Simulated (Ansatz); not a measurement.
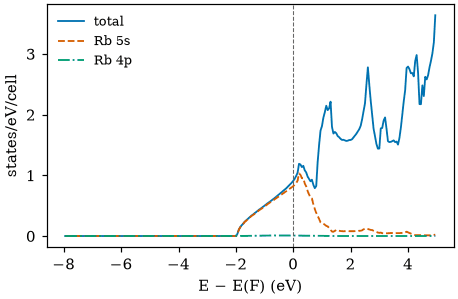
Fig. 1. Total and projected density of states of Rb (bcc (W type), Im-3m), PBE in the plane-wave PAW code Ansatz

Which orbitals carry the states next to the Fermi level?

Within 0.5 eV of the Fermi level: Rb 5s 89 %, outside the projected shells 10 %. Projections are on Löwdin-orthogonalised atomic valence shells; empty p or d shells of many metals are not among them.

The cell was relaxed with PBE under the symmetry of its start. Scalar-relativistic: spin–orbit coupling is off unless named, which matters more the heavier the elements.

Potentials: the earlier of the program's two PAW sets.
